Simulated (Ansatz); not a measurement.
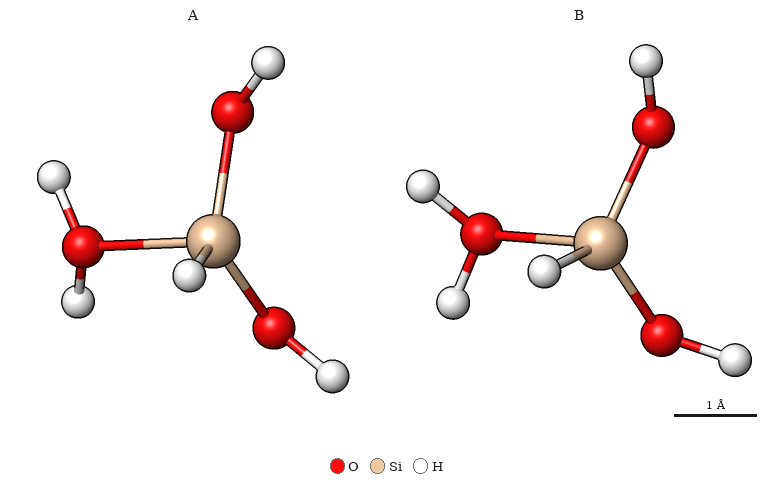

Two geometries of SiH₅O₃ (charge +1), drawn at one scale. One is the start of a relaxation, the other its converged end. Style: ball-and-stick. Shown at a tilt.

Method: RKS PBE-D4/def2-SVP (Ansatz 0.2.0). Settings: no spin polarisation; force threshold 0.015 eV/Å; at most 40 steps.

Q: Which geometry has the lower energy?

A: Structure A is the relaxed one. The run prepares an end point of a later path (torsion) calculation, from a guessed geometry. The energy falls by 0.252 eV in 27 accepted moves (30 points after the start). The largest force component goes from 0.89 to 0.01 eV/Å. The line search rejected the trial steps at points 19, 22, 27 of the run. The largest move after the best rigid fit is that of an O atom, 0.47 Å. Largest moves by element: O 0.47 Å, H 0.44 Å, Si 0.04 Å. Some distances before and after: H–Si 1.435 → 1.481 Å, O–Si 1.584 → 1.630 Å, H–O 0.955 → 0.975 Å, H–O 0.969 → 0.986 Å. Bond angles that change, for instance: O–Si–H 98.7° → 106.7°, Si–O–H 131.8° → 124.7°, O–Si–O 101.0° → 94.5°. Groups turn about O–Si by about 50°, O–Si by about 50°.
